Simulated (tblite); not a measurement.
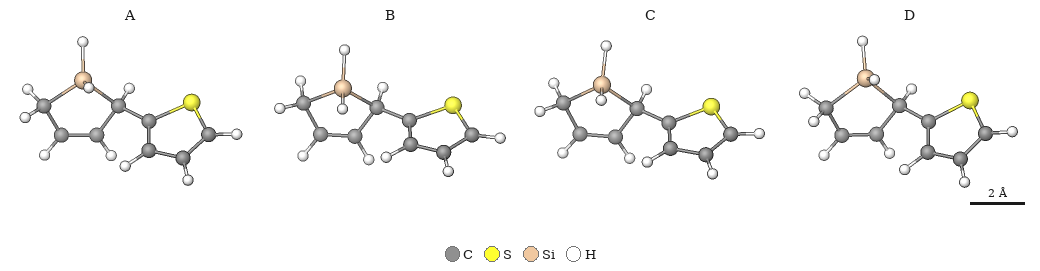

4 geometries from one relaxation of C₈H₁₀SSi, in shuffled order. Style: ball-and-stick. Shown at a tilt.

Level of theory: GFN2-xTB geometry optimisation, gas phase (tblite 0.8.0). 

Q: Put them in the order of the run, from the start to the converged end.

A: B, C, A, D. They are steps 0, 27, 59, 100, at +0.817 eV, +0.052 eV, +0.017 eV relative to the last. The largest move after the best rigid fit is that of an H atom, 1.18 Å. Largest moves by element: H 1.18 Å, S 0.60 Å, Si 0.46 Å, C 0.41 Å. Among the contacts that change: C–S 1.850 → 1.724 Å, C–C 1.348 → 1.414 Å, C–Si 1.870 → 1.929 Å, C–H 1.134 → 1.081 Å. Among the angles between lasting bonds that change: S–C–H 128.3° → 119.2°, Si–C–H 104.2° → 113.1°, H–C–H 114.7° → 106.1°. Groups turn about C–Si by about 35°, C–Si by about 30°, C–C by about 25°. The energy falls by 0.817 eV in 100 geometry steps. Cost: 1.1 s on 1 thread of Arm Neoverse V1 (shared host).
